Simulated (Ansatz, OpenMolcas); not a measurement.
C3H6O: a line through the functionals

C3H6O has 10 atoms, charge 0, and is taken as a singlet. SMILES: `C=CCO`. The coordinates come from a PBE0-D4/def2-TZVP relaxation. This is one conformer, not always the lowest.

The vertical ionisation energy (to the doublet cation) y, in eV, basis cc-pVDZ; a is the functional's share of exact exchange. Programs: Ansatz 0.2.0, OpenMolcas 26.06.

| functional | program | a | y (eV) |
| --- | --- | --- | --- |
| BLYP | Ansatz | 0 | 9.25 |
| TPSS | OpenMolcas | 0 | 9.38 |
| B3LYP | Ansatz | 0.2 | ? |
| r2SCAN0 | Ansatz | 0.25 | 9.82 |
| PBE0 | Ansatz | 0.25 | 9.75 |
| BHLYP | Ansatz | 0.5 | 9.86 |

Q: Fit y = c + s·a to the known rows and predict B3LYP.

A: 
1. Means of the 5 rows: a = 0.2000, y = 9.612.
2. Σ(Δa)² = 0.175, Σ(Δa·Δy) = 0.2105, so the slope is 0.2105/0.175 = 1.2029.
3. Intercept: 9.612 − (1.2029) × 0.2000 = 9.371. The largest residual of the fit is 0.15.
4. B3LYP: 9.371 + (1.2029) × 0.2 = 9.61 eV.

The run gave 9.70 eV, so the prediction is off by -0.09 eV, within the largest residual.

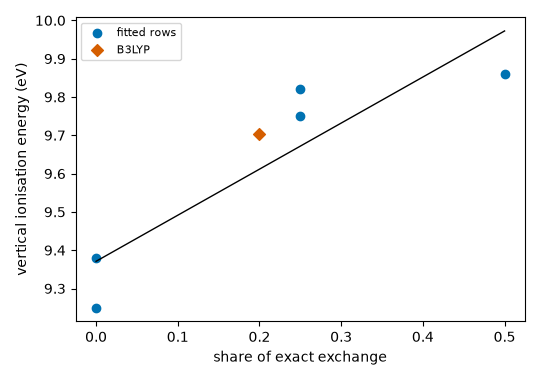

The fitted line, with the withheld row.
